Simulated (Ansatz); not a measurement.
# SVWN5/cc-pVDZ run of C2H3ClF2 (1-chloro-1,1-difluoroethane)

What is the vertical singlet–triplet gap of C2H3ClF2 (1-chloro-1,1-difluoroethane) at SVWN5/cc-pVDZ? 

The results are computed with Ansatz 0.2.0.

55 further runs of the same task are left out: 1 that didn't finish, 54 set aside as unsound or not needed. Runs told in other sessions of the task aren't counted.

### Step 1. The system as given

C2H3ClF2 has 8 atoms, charge 0, and is taken as a singlet. As SMILES, `CC(F)(F)Cl`. The coordinates come from a PBE0-D4/def2-TZVP relaxation.

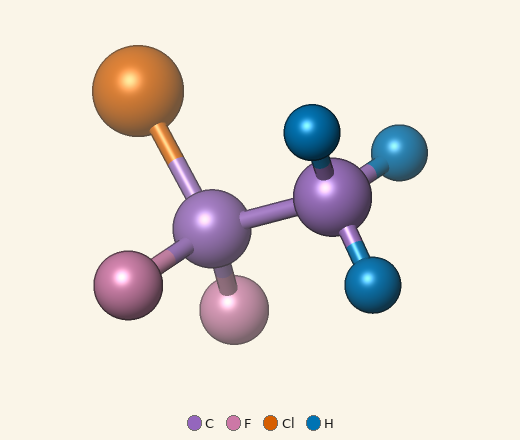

The structure, seen from a chosen angle (carbon purple, fluorine pink, chlorine orange, hydrogen blue).

### Step 2. A single-point energy at SVWN5/cc-pVDZ

job.yaml

```yaml
crystal:
  periodic: [false, false, false]
  atoms:
    - {symbol: C, position_ang: [-0.591960, -0.305640, 0.477310]}
    - {symbol: C, position_ang: [0.524930, 0.179790, -0.395910]}
    - {symbol: F, position_ang: [1.713900, 0.014330, 0.206290]}
    - {symbol: F, position_ang: [0.571970, -0.511300, -1.546500]}
    - {symbol: Cl, position_ang: [0.352900, 1.905700, -0.801400]}
    - {symbol: H, position_ang: [-0.600880, 0.257090, 1.409000]}
    - {symbol: H, position_ang: [-0.428120, -1.363800, 0.687730]}
    - {symbol: H, position_ang: [-1.542750, -0.176190, -0.036530]}
basis:
  gaussian: {orbitals: cc-pVDZ}
hamiltonian: {xc: {name: SVWN5}}
accuracy: high
output: {orbitals: {seedname: orbitals}}
```

On the command line:

```
$ ansatz run job.yaml --threads 1 --pin off --max-ram 3480MiB --events-out events.jsonl --progress --plain --runs-dir runs
```

The log of the run:

```text
Warning: RAYON_NUM_THREADS=1 ignored (pool sized by the plan → 1); use --threads N
Functional definition: SVWN5
  name "SVWN5"
  exchange = slater_x
  correlation = vwn5_c
2086 factors; integrals over basis functions are off by at most 3.6e-9 eV
mean field evaluation 1: about -19979.9692 eV, gradient 5.1e1 eV
mean field evaluation 2: about -19974.8753 eV, gradient 6.6e1 eV
mean field evaluation 4: about -19985.5196 eV, gradient 3.6e0 eV
mean field evaluation 8: about -19985.5526 eV, gradient 1.5e-1 eV
mean field evaluation 16: about -19985.5526 eV, gradient 4.7e-5 eV
mean field -19985.55263489 eV, -734.4555126381 hartree, gradient 7.5e-8 eV, S^2 0.000000; 0 other end points of the search recorded, 0 dependent functions left out
reference -19985.55263727 eV, -734.4555127254 hartree; 25, 25 occupied and 64, 64 virtual orbitals, 2086 factors
Total energy: -19985.55263727 eV, -734.4555127254 hartree
```

It took 5.1 s on 1 thread of Arm Neoverse V1, shared host; peak memory 0.23 GiB.

### Step 3. The triplet at the same level

molecule.yaml

```yaml
crystal:
  periodic: [false, false, false]
  atoms:
    - {symbol: C, position_ang: [-0.591960, -0.305640, 0.477310]}
    - {symbol: C, position_ang: [0.524930, 0.179790, -0.395910]}
    - {symbol: F, position_ang: [1.713900, 0.014330, 0.206290]}
    - {symbol: F, position_ang: [0.571970, -0.511300, -1.546500]}
    - {symbol: Cl, position_ang: [0.352900, 1.905700, -0.801400]}
    - {symbol: H, position_ang: [-0.600880, 0.257090, 1.409000]}
    - {symbol: H, position_ang: [-0.428120, -1.363800, 0.687730]}
    - {symbol: H, position_ang: [-1.542750, -0.176190, -0.036530]}
basis:
  gaussian: {orbitals: cc-pVDZ}
magnetization: {spin_polarized: true, initial_magnetization: 2}
hamiltonian: {xc: {name: SVWN5}}
accuracy: high
output: {orbitals: {seedname: orbitals}}
```

On the command line:

```
$ ansatz run molecule.yaml --threads 1 --pin off --max-ram 3480MiB --events-out events.jsonl --progress --plain --runs-dir runs
```

The log of the run:

```text
Warning: RAYON_NUM_THREADS=1 ignored (pool sized by the plan → 1); use --threads N
[... 4 set-up lines as earlier in the session ...]
2086 factors; integrals over basis functions are off by at most 3.6e-9 eV
mean field evaluation 1: about -19970.5899 eV, gradient 3.9e1 eV
mean field evaluation 2: about -19950.5367 eV, gradient 6.7e1 eV
mean field evaluation 4: about -19975.4504 eV, gradient 1.8e1 eV
mean field evaluation 8: about -19977.8768 eV, gradient 4.6e0 eV
mean field evaluation 16: about -19978.0246 eV, gradient 3.1e-2 eV
mean field evaluation 32: about -19973.6257 eV, gradient 1.4e1 eV
mean field evaluation 64: about -19976.0233 eV, gradient 4.0e0 eV
mean field evaluation 96: about -19977.9964 eV, gradient 1.7e0 eV
mean field -19978.02462184 eV, -734.1788632612 hartree, gradient 1.6e-8 eV, S^2 2.001433; 8 other end points of the search recorded, 0 dependent functions left out
reference -19978.02462438 eV, -734.1788633547 hartree; 26, 24 occupied and 63, 65 virtual orbitals, 2086 factors
Total energy: -19978.02462438 eV, -734.1788633547 hartree
```

Run time: 19 s. Hardware: 1 thread of Arm Neoverse V1, shared host; peak memory 0.29 GiB.

### Step 4. Summary of results

At SVWN5/cc-pVDZ:

```
                                        quantity          value
                           singlet: total energy  -734.45551 Eh
                            singlet: HOMO energy       -7.69 eV
                            singlet: LUMO energy       -0.38 eV
                          singlet: HOMO–LUMO gap        7.31 eV
                           triplet: total energy  -734.17886 Eh
     triplet: HOMO energy (highest over α and β)       -0.44 eV
                                   triplet: ⟨S²⟩          2.001
vertical energy of the triplet above the singlet       7.528 eV
```

**Reading.** At this shape the triplet lies 7.53 eV (174 kcal/mol) above the singlet.
